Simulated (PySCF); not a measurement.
Molecule: SMILES c1[c]cccc1C#N (C₇H₄N), doublet. Atoms near the plane z = 0.8 Å, at the B3LYP/def2-SVP optimised geometry (x, y, z in Å): N1 (1.5, 2.8, 0.0), C2 (0.9, 1.8, 0.0), C3 (0.1, 0.6, 0.0), C4 (-1.3, 0.6, 0.0), C5 (-1.9, -0.6, 0.0), C6 (-1.3, -1.9, 0.0), C7 (0.1, -1.9, 0.0), C8 (0.8, -0.7, 0.0), H9 (-1.8, 1.5, 0.0), H10 (-1.9, -2.8, 0.0), H11 (0.7, -2.8, 0.0), H12 (1.9, -0.7, 0.0).

Level of theory: unrestricted B3LYP/def2-TZVP (PySCF). The values are rescaled to run from 0 to 1.

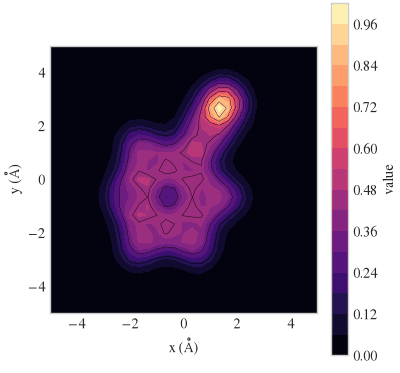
Figure: a field on the plane z = 0.8 Å.

Task: Which quantity is mapped?
(A) spin density
(B) an orbital amplitude
(C) Laplacian of the electron density
(D) deformation density (molecule minus spherical neutral atoms)

Result: C, Laplacian of the electron density. In full: Laplacian of the electron density (e/bohr⁵).
